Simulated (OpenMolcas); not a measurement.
# HBr (hydrogen bromide), step by step

Wanted: a series of 8 runs (HF/ANO-R0, CASSCF(2,2)/ANO-R1, CASPT2(2,2)/ANO-R1, SC-NEVPT2(2,2)/ANO-R1, MC-PDFT[tPBE](2,2)/ANO-R1) of HBr (hydrogen bromide). 

The calculation is run with OpenMolcas 26.06.

## (1) The system as given

HBr has 2 atoms, charge 0, and is taken as a singlet. As SMILES, `Br`. Geometry: relaxed at PBE0-D4/def2-TZVP.

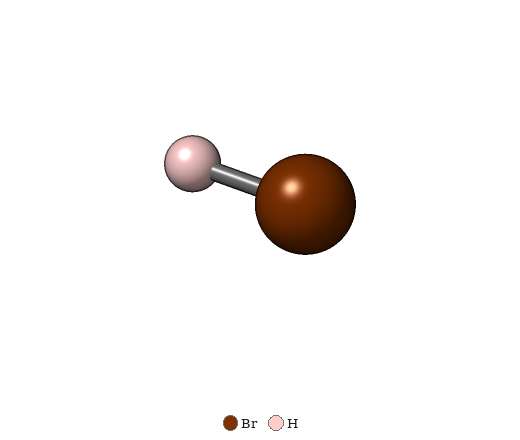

Viewed from a chosen angle; bromine brown, hydrogen pink.

## (2) The energy at HF/ANO-R0 (sfX2C) (run 1)

coord.xyz

```xyz
2

Br    -0.603220     0.217960    -0.305050
H      0.603220    -0.217960     0.305050
```

step1.inp

```
* BrH Hartree-Fock

&gateway
  coord=coord.xyz
  basis=ANO-R0
  group=NoSym

&seward

&scf
  prorbitals=0

&localisation
  occupied
  freeze
  pipek-mezey

&localisation
  fileorb=$Project.LocOrb
  virtual
  pipek-mezey
```

On the command line:

```
$ export MOLCAS_MEM=1860
$ pymolcas step1.inp > step1.log
```

What it wrote:

```text
--- Start Module: gateway ---
[...]
--- Stop Module: gateway /rc=_RC_ALL_IS_WELL_ ---
[...]
      Basis functions           19
[...]
       Convergence after   7 Iterations
[...]
::    Total SCF energy                              -2604.9506764538
[...]
      Total spin, S                                     0.0000000000
[...]
      Total electronic charge=   36.000000
      Total            charge=   -0.000000
[...]
      Dipole Moment (debye):
      Origin of the operator (angstrom)=   -0.5880    0.2125   -0.2974
                   X=  8.4241E-01               Y= -3.0439E-01               Z=  4.2601E-01           Total=  9.9186E-01
      Quadrupole Moment (debye*angstrom):
[...]
--- Start Module: localisation ---
[...]
--- Stop Module: localisation /rc=_RC_ALL_IS_WELL_ ---
--- Start Module: localisation ---
[...]
--- Stop Module: localisation /rc=_RC_ALL_IS_WELL_ ---
[...]
```

Run time: 4.2 s. Hardware: 1 thread of Intel Xeon Platinum 8259CL at 2.50GHz (Skylake/Cascade Lake), shared host; peak memory 0.41 GiB.

## (3) The energy at CASSCF(2,2)/ANO-R1 (sfX2C) (run 2)

coord.xyz is that of step 2.

step2.input

```
&gateway
coord
coord.xyz
basis
ANO-R0
group
NoSym
&seward
&rasscf
fileorb
$CurrDir/step1.LocOrb
alter
1
1 16 18
spin
1
nactel
2 0 0
inactive
17
ras2
2
orblisting
Nothing
>>> COPY $Project.RunFile RUNFIL1
>>> COPY $Project.RasOrb INPORB
&gateway
coord
coord.xyz
basis
ANO-R1
group
NoSym
&seward
>>> COPY $Project.RunFile RUNFIL2
&expbas
&rasscf
fileorb
$Project.ExpOrb
spin
1
nactel
2 0 0
inactive
17
ras2
2
orblisting
Nothing
```

On the command line:

```
$ export MOLCAS_MEM=1860
$ pymolcas step2.input > step2.log
```

What it wrote:

```text
--- Start Module: gateway ---
[...]
--- Stop Module: gateway /rc=_RC_ALL_IS_WELL_ ---
[...]
      Basis functions           19
[...]
      Number of active orbitals                  2
[...]
      Spin quantum number                      0.0
[...]
      Active orbitals                            2
[...]
      Number of CSFs                             3
[...]
      Number of root(s) required                 1
[...]
      Convergence after  8 iterations
[...]
      printout of CI-coefficients larger than  0.05 for root  1
      energy=   -2604.959787
      conf/sym  11     Coeff  Weight
             1  20   0.99431 0.98866
             3  02  -0.10648 0.01134
      Natural orbitals and occupation numbers for root  1
      sym 1:   1.977322   0.022678
      ************************************************************************************************************************
      *                                                    Final results                                                     *
[...]
::    RASSCF root number  1 Total energy:  -2604.95978711
[...]
      Basis functions           44
[...]
--- Start Module: expbas ---
[...]
--- Stop Module: expbas /rc=_RC_ALL_IS_WELL_ ---
--- Start Module: rasscf ---
[...]
      Convergence after 14 iterations
[...]
      Natural orbitals and occupation numbers for root  1
      sym 1:   1.971799   0.028201
      ************************************************************************************************************************
      *                                                    Final results                                                     *
[...]
::    RASSCF root number  1 Total energy:  -2605.11321211
[...]
      Total electronic charge=   36.000000
      Total            charge=   -0.000000
[...]
      Dipole Moment (debye):
      Origin of the operator (angstrom)=   -0.5880    0.2125   -0.2974
                   X=  8.3252E-01               Y= -3.0081E-01               Z=  4.2101E-01           Total=  9.8022E-01
      Quadrupole Moment (debye*angstrom):
[...]
--- Stop Module: rasscf /rc=_RC_ALL_IS_WELL_ ---
[...]
```

It took 8.4 s on 1 thread of Intel Xeon Platinum 8259CL at 2.50GHz (Skylake/Cascade Lake), shared host; peak memory 0.42 GiB.

Runs 3 to 6 aren't shown in full; the table further down has their settings and results.

## (4) An energy scan at MC-PDFT[tPBE](2,2)/ANO-R1 (sfX2C) (run 7)

step7.input

```
* BrH MC-PDFT
>>> EXPORT MOLCAS_PRINT=2
>>> COPY $CurrDir/step2.RasOrb $Project.RasOrb
>>> ForEach K in (1, 2, 3, 4, 5, 6, 7, 8, 9, 10, 11, 12, 13, 14, 15, 16, 17)

&GATEWAY
 COORD
 $CurrDir/point$K.xyz
 BASIS
 ANO-R1
 GROUP
 NoSym

&SEWARD

&RASSCF
 FILEORB
 $Project.RasOrb
 SPIN
 1
 NACTEL
 2 0 0
 INACTIVE
 17
 RAS2
 2
 ORBLISTING
 Nothing

&MCPDFT
 KSDFT
 T:PBE
>>> EndDo
```

On the command line:

```
$ export MOLCAS_MEM=1860
$ pymolcas step7.input > step7.log
```

What it wrote:

```text
--- Start Module: gateway ---
[...]
      Basis functions           44
[...]
      Number of active orbitals                  2
[...]
      Spin quantum number                      0.0
[...]
      Active orbitals                            2
[...]
      Number of CSFs                             3
[...]
      Number of root(s) required                 1
[...]
      Convergence after 13 iterations
[...]
      printout of CI-coefficients larger than  0.05 for root  1
      energy=   -2605.043688
      conf/sym  11     Coeff  Weight
             1  20   0.99690 0.99381
             3  02  -0.07870 0.00619
      Natural orbitals and occupation numbers for root  1
      sym 1:   1.987613   0.012387
      ************************************************************************************************************************
      *                                                    Final results                                                     *
[...]
::    RASSCF root number  1 Total energy:  -2605.04368816
[...]
::    MCPDFT root number  1 Total energy:  -2606.49974799
[...]
      Convergence after 12 iterations
[...]
      Natural orbitals and occupation numbers for root  1
      sym 1:   1.985431   0.014569
      ************************************************************************************************************************
      *                                                    Final results                                                     *
[...]
      Convergence after 10 iterations
[...]
      Natural orbitals and occupation numbers for root  1
      sym 1:   1.667726   0.332274
      ************************************************************************************************************************
      *                                                    Final results                                                     *
[...]
      Convergence after  9 iterations
[...]
      Natural orbitals and occupation numbers for root  1
      sym 1:   1.424700   0.575300
      ************************************************************************************************************************
      *                                                    Final results                                                     *
[...]
      Convergence after  8 iterations
[...]
::    RASSCF root number  1 Total energy:  -2604.98884038
[...]
::    MCPDFT root number  1 Total energy:  -2606.42305770
[...]
      Convergence after  7 iterations
[...]
::    RASSCF root number  1 Total energy:  -2604.98722211
[...]
      Total electronic charge=   36.000000
      Total            charge=   -0.000000
[...]
::    MCPDFT root number  1 Total energy:  -2606.42108301
[...]
```

Wall time 92 s (1 thread of Intel Xeon Platinum 8259CL at 2.50GHz (Skylake/Cascade Lake), shared host); peak memory 0.42 GiB.

The scan, from its lowest point:

| H2–Br1 (Å) | energy (kJ/mol) |
| --- | --- |
| 1.136 | 184.4 |
| 1.193 | 108.3 |
| 1.250 | 56.8 |
| 1.307 | 24.5 |
| 1.364 | 6.6 |
| 1.420 | 0.0 |
| 1.477 | 1.6 |
| 1.534 | 9.4 |
| 1.591 | 22.1 |
| 1.662 | 42.4 |
| 1.747 | 70.8 |
| 1.847 | 107.5 |
| 2.060 | 185.5 |
| 2.415 | 290.6 |
| 2.841 | 358.7 |
| 3.409 | 385.8 |
| 4.261 | 390.9 |

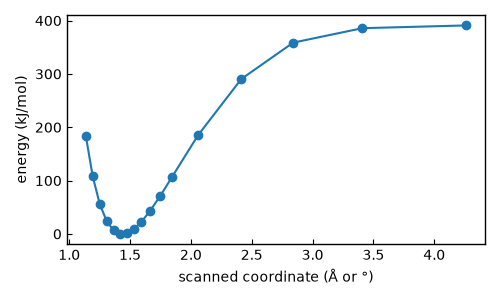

Energy along the scan.

## (5) A calculation of the kind “vibrational levels from the curve” at MC-PDFT[tPBE](2,2)/ANO-R1 (sfX2C, curve step 7, vibrations 3) (run 8)

step8.input

```
&vibrot
 rovibrational
 atoms = 0 Br 0 H
 potential
 2.14673 -2606.49974799
 2.25444 -2606.52874383
 2.36216 -2606.54835470
 2.46987 -2606.56064751
 2.57759 -2606.56746924
 2.68341 -2606.56998605
 2.79113 -2606.56935938
 2.89884 -2606.56639614
 3.00655 -2606.56156961
 3.14072 -2606.55382529
 3.30135 -2606.54301328
 3.49032 -2606.52903053
 3.89284 -2606.49933200
 4.56369 -2606.45929625
 5.36871 -2606.43337419
 6.44208 -2606.42305770
 8.05212 -2606.42108301
 Plot=2.15 8.05 0.1
 grid = 199
 range = 2.147 8.052
 vibrations = 3
 rotations = 0 3
 orbital = 0
```

On the command line:

```
$ export MOLCAS_MEM=1860
$ pymolcas step8.input > step8.log
```

What it wrote:

```text
--- Start Module: vibrot ---

                                              &VIBROT

                       available to each process: 1.9 GB of memory, 1 thread

 Vibration-Rotation spectrum for the BrH  molecule.

 Rotational quantum number range   0  3
 Electronic angular momentum       0
 Vibrational quantum number range  0  2
 Mass of atom  79 Br  143859.328968 au
 Mass of atom   1 H     1837.152647 au
 Reduced mass           1813.987161 au

 Statistics for numerical integration
 Number of steps           199
 Step length               0.006676
 Radial integration range  2.147000  8.052000 au
 logarithmic range         0.764072  2.085921

 Spectroscopic constants will be computed
 Matrix elements of operators will not be computed

[... 22 lines left out ...]
      2           0      0.028316     Warning:function value at Rmin is    0.214964
[... 2 lines left out ...]
      2           1      0.028394     Warning:function value at Rmin is    0.207156
[... 2 lines left out ...]
      2           2      0.028541     Warning:function value at Rmin is    0.199333
[... 2 lines left out ...]
      2           3      0.028757     Warning:function value at Rmin is    0.191566
[... 65 lines left out ...]
     Max deviation in term values is  8.41E-01 cm(-1)

     Term values(observed and computed) in cm(-1)

 J-value         0                     1                     2                     3

 v-value
     0   1287.87   1287.87     1304.12   1304.13     1336.58   1336.69     1385.23   1385.65
     1   3798.97   3798.97     3815.10   3815.02     3846.99   3846.82     3894.65   3893.80
     2   6214.70   6214.70     6231.69   6231.42     6263.98   6264.24     6311.53   6311.92

     observed G-values in cm(-1)

     v      G(v)     deltaG(v+1/2)
     0    1287.87
                       2511.10
     1    3798.97
                       2415.73
     2    6214.70
--- Stop Module: vibrot /rc=_RC_ALL_IS_WELL_ ---

.##################.
.# Happy landing! #.
.##################.

    Timing: Wall=0.03 User=0.02 System=0.01
```

It took 0.32 s on 1 thread of Intel Xeon Platinum 8259CL at 2.50GHz (Skylake/Cascade Lake), shared host; peak memory 0.086 GiB.

## (6) The series

| run | level | localisation | active rule | energy (Eh) | wall time |
| --- | --- | --- | --- | --- | --- |
| 1 | HF/ANO-R0 (sfX2C) | Pipek-Mezey | – | -2604.950676 | 4.2 s |
| 2 | CASSCF(2,2)/ANO-R1 (sfX2C) | – | bond pair | -2605.113212 | 8.4 s |
| 3 | CASPT2(2,2)/ANO-R1 (sfX2C, ipea shift 0.25 Eh, pt2 variant SS) | – | bond pair | -2605.577745 | 100 s |
| 4 | CASPT2(2,2)/ANO-R1 (sfX2C, curve step 3, ipea shift 0.25 Eh, pt2 variant SS, vibrations 3) | – | bond pair | -2605.577774 | 0.36 s |
| 5 | SC-NEVPT2(2,2)/ANO-R1 (sfX2C, pt2 variant SC-NEVPT2) | – | bond pair | -2605.576358 | 88 s |
| 6 | SC-NEVPT2(2,2)/ANO-R1 (sfX2C, curve step 5, pt2 variant SC-NEVPT2, vibrations 3) | – | bond pair | -2605.576361 | 0.3 s |
| 7 | MC-PDFT[tPBE](2,2)/ANO-R1 (sfX2C) | – | bond pair | -2606.569986 | 92 s |
| 8 | MC-PDFT[tPBE](2,2)/ANO-R1 (sfX2C, curve step 7, vibrations 3) | – | bond pair | -2606.570091 | 0.32 s |

## (7) Summary of results

```
                                      quantity           value
run 8, MC-PDFT[tPBE](2,2)/ANO-R1: total energy  -2606.57009 Eh
```

In words: In run 1 the basis is minimal, so the values are rough. All runs together took 4.9 min, the longest 100 s.
